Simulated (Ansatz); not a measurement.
**CCSD(T)/6-31G(d) (spherical functions) run of CH7GaSi (SMILES [CH3][GaH][SiH3])**

What is the vertical singlet–triplet gap of CH7GaSi at CCSD(T)/6-31G* (spherical functions)? 

The results are computed with Ansatz 0.2.0.

71 further runs of the same task are left out: 71 set aside as unsound or not needed.

## (1) The system as given

The species is CH7GaSi (10 atoms), meant as a singlet with charge 0. As SMILES, `[CH3][GaH][SiH3]`. Geometry: relaxed at PBE0-D4/def2-TZVP.

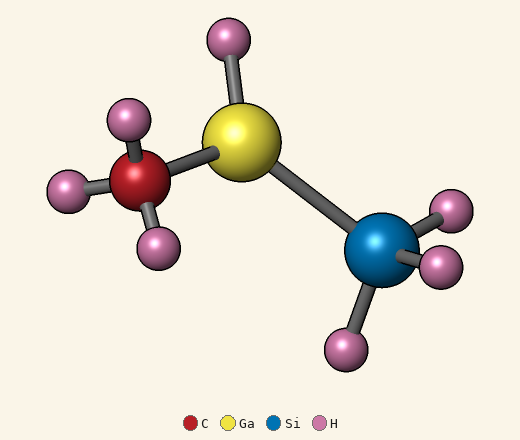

The structure, seen from a chosen angle (carbon red, gallium yellow, silicon blue, hydrogen pink).

## (2) The energy at CCSD(T)/6-31G(d) (spherical functions)

File run.yaml:

```yaml
crystal:
  periodic: [false, false, false]
  atoms:
    - {symbol: C, position_ang: [-1.123300, 1.394100, -0.619200]}
    - {symbol: Ga, position_ang: [0.561500, 0.659300, 0.093300]}
    - {symbol: Si, position_ang: [0.786700, -1.705300, 0.550700]}
    - {symbol: H, position_ang: [-1.924300, 0.656600, -0.670400]}
    - {symbol: H, position_ang: [-0.947000, 1.785400, -1.626000]}
    - {symbol: H, position_ang: [-1.454200, 2.236500, -0.005700]}
    - {symbol: H, position_ang: [1.759600, 1.654600, 0.346000]}
    - {symbol: H, position_ang: [0.531000, -2.496200, -0.688800]}
    - {symbol: H, position_ang: [2.125000, -2.100900, 1.069700]}
    - {symbol: H, position_ang: [-0.231700, -2.135100, 1.553300]}
basis:
  gaussian: {orbitals: 6-31G_st_-spherical.json}
correlation: {method: ccsd_t, frozen_orbitals: {C: 1, Ga: 9, H: 0, Si: 5}}
accuracy: high
scf: {omitted_lower_state_checks: [cluster_reference, increment]}
```

The basis set 6-31G* is read from a file made from the Basis Set Exchange's data (not shown).

Launch:

```console
$ ansatz run run.yaml --threads 1 --pin off --max-ram 3480MiB --events-out events.jsonl --progress --plain --runs-dir runs
```

Output, cut to the lines that bear on the results:

```text
Warning: RAYON_NUM_THREADS=1 ignored (pool sized by the plan → 1); use --threads N
Functional definition: HF
  name "HF"
[...]
1761 factors; integrals over basis functions are off by at most 7.4e-9 eV
[...]
mean field -61329.06799539 eV, -2253.8016784953 hartree, gradient 2.8e-8 eV, S^2 0.000000; 0 other end points of the search recorded, 0 dependent functions left out
15 core orbitals not correlated: weight in the atoms' cores, before any rotation towards them, 1.000 or more for the frozen orbitals, at most 0.000 for the correlated occupied ones
reference -61329.06799539 eV, -2253.8016784953 hartree; 14, 14 occupied and 49, 49 virtual orbitals, 1761 factors
second order -12.24007422 eV of doubles, -0.00000000 eV of singles
cycle   1  -12.41337725 eV  change   -1.7e-1 eV  update   1.0e-1
[...]
cycle  20  -13.03384133 eV  change   7.0e-10 eV  update   1.3e-9
perturbative correction -0.31785717 eV, -0.0116810356 hartree
Total energy: -61342.41969390 eV, -2254.2923443652 hartree
Checks for a lower state left out: cluster_reference, increment
```

It took 13 s on 1 thread of Arm Neoverse V1, shared host; peak memory 0.34 GiB.

## (3) The triplet, same level

File molecule.yaml:

```yaml
crystal:
  periodic: [false, false, false]
  atoms:
    - {symbol: C, position_ang: [-1.123300, 1.394100, -0.619200]}
    - {symbol: Ga, position_ang: [0.561500, 0.659300, 0.093300]}
    - {symbol: Si, position_ang: [0.786700, -1.705300, 0.550700]}
    - {symbol: H, position_ang: [-1.924300, 0.656600, -0.670400]}
    - {symbol: H, position_ang: [-0.947000, 1.785400, -1.626000]}
    - {symbol: H, position_ang: [-1.454200, 2.236500, -0.005700]}
    - {symbol: H, position_ang: [1.759600, 1.654600, 0.346000]}
    - {symbol: H, position_ang: [0.531000, -2.496200, -0.688800]}
    - {symbol: H, position_ang: [2.125000, -2.100900, 1.069700]}
    - {symbol: H, position_ang: [-0.231700, -2.135100, 1.553300]}
basis:
  gaussian:
    orbitals: 6-31G_st_-spherical.json
magnetization:
  spin_polarized: true
  initial_magnetization: 2
correlation:
  method: ccsd_t
  frozen_orbitals: {C: 1, Ga: 9, H: 0, Si: 5}
accuracy: high
scf:
  omitted_lower_state_checks: [cluster_reference, increment]
```

The basis set 6-31G* is read from a file made from the Basis Set Exchange's data (not shown).

Launch:

```console
$ ansatz run molecule.yaml --threads 1 --pin off --max-ram 3480MiB --events-out events.jsonl --progress --plain --runs-dir runs
```

Output, cut to the lines that bear on the results:

```text
Warning: RAYON_NUM_THREADS=1 ignored (pool sized by the plan → 1); use --threads N
[... 2 set-up lines as earlier in the session ...]
[...]
1761 factors; integrals over basis functions are off by at most 7.4e-9 eV
[...]
mean field -61325.28576145 eV, -2253.6626839618 hartree, gradient 1.8e-8 eV, S^2 2.007618; 4 other end points of the search recorded, 0 dependent functions left out
15 core orbitals not correlated: weight in the atoms' cores, before any rotation towards them, 1.000 or more for the frozen orbitals, at most 0.000 for the correlated occupied ones
reference -61325.28576145 eV, -2253.6626839618 hartree; 15, 13 occupied and 48, 50 virtual orbitals, 1761 factors
second order -12.13138186 eV of doubles, -0.00000000 eV of singles
cycle   1  -12.28619900 eV  change   -1.5e-1 eV  update   1.1e-1
[...]
cycle  27  -12.98164290 eV  change   -1.7e-9 eV  update   1.7e-9
perturbative correction -0.35084828 eV, -0.0128934365 hartree
Total energy: -61338.61825263 eV, -2254.1526439756 hartree
Checks for a lower state left out: cluster_reference, increment
```

It took 50 s on 1 thread of Arm Neoverse V1, shared host; peak memory 0.6 GiB.

## (4) What came out

Level: CCSD(T)/6-31G* (spherical functions), 15 core orbitals frozen.

| quantity | value |
| --- | --- |
| singlet: total energy | -2254.29234 Eh |
| singlet: correlation energy (15 core orbitals frozen) | -490.7 mEh |
| singlet: (T) correction | -11.68 mEh |
| singlet: T1 diagnostic | 0.013 |
| triplet: total energy | -2254.15264 Eh |
| triplet: correlation energy (15 core orbitals frozen) | -490.0 mEh |
| triplet: (T) correction | -12.89 mEh |
| triplet: ⟨S²⟩ of the reference determinant | 2.008 |
| triplet: T1 diagnostic | 0.019 |
| vertical energy of the triplet above the singlet | 3.801 eV |

In words: At this shape the triplet lies 3.80 eV (88 kcal/mol) above the singlet. The triples (singlet) make up 2.4 % of the correlation energy. The triples (triplet) make up 2.6 % of the correlation energy.
